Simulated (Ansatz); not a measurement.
# C3H9ClGe: the cost of one run

All numbers below are computed with Ansatz 0.2.0 (RKS PBE/def2-SVP).

### 1 The starting structure

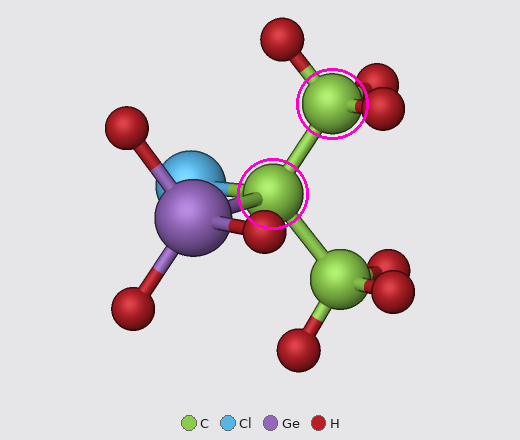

The starting structure, seen from a free direction (carbon green, chlorine blue, germanium purple, hydrogen red). Ringed: C1, C2.

Structure file:

```xyz
14

C    -1.4115    0.2560    0.3669
C    -0.0497    0.3864   -0.2236
C     0.9208    0.8138    0.8420
Cl    0.0505    1.5938   -1.5531
Ge    0.4751   -1.3565   -0.9665
H    -1.7760    1.3029    0.7566
H    -1.4727   -0.4452    1.1797
H    -2.1415    0.0152   -0.4416
H     0.6845    1.8245    1.3097
H     1.9787    0.8800    0.4509
H     0.9550    0.0752    1.7082
H     0.4804   -2.3965    0.2032
H     1.8491   -1.2247   -1.5665
H    -0.5557   -1.7541   -2.0371
```

### 2 End point A

input.yaml reads:

```yaml
crystal:
  periodic: [false, false, false]
  atoms:
    - { symbol: C, position_ang: [-1.4115, 0.256, 0.3669] }
    - { symbol: C, position_ang: [-0.0497, 0.3864, -0.2236] }
    - { symbol: C, position_ang: [0.9208, 0.8138, 0.842] }
    - { symbol: Cl, position_ang: [0.0505, 1.5938, -1.5531] }
    - { symbol: Ge, position_ang: [0.4751, -1.3565, -0.9665] }
    - { symbol: H, position_ang: [-1.776, 1.3029, 0.7566] }
    - { symbol: H, position_ang: [-1.4727, -0.4452, 1.1797] }
    - { symbol: H, position_ang: [-2.1415, 0.0152, -0.4416] }
    - { symbol: H, position_ang: [0.6845, 1.8245, 1.3097] }
    - { symbol: H, position_ang: [1.9787, 0.88, 0.4509] }
    - { symbol: H, position_ang: [0.955, 0.0752, 1.7082] }
    - { symbol: H, position_ang: [0.4804, -2.3965, 0.2032] }
    - { symbol: H, position_ang: [1.8491, -1.2247, -1.5665] }
    - { symbol: H, position_ang: [-0.5557, -1.7541, -2.0371] }
basis:
  gaussian: { orbitals: def2-SVP }
hamiltonian:
  xc: pbe
relax:
  f_tol: 0.015
  max_steps: 40
```

Command:

```bash
$ ansatz run input.yaml --threads 2 --pin off --max-ram 3072MiB --backend cpu --events-out ev --progress --plain --runs-dir out
```

Q: Estimate wall time and peak memory on 2 threads of AMD EPYC 9R14 (Zen 4), shared host.

About 13 s, with a peak of 0.21 GiB.
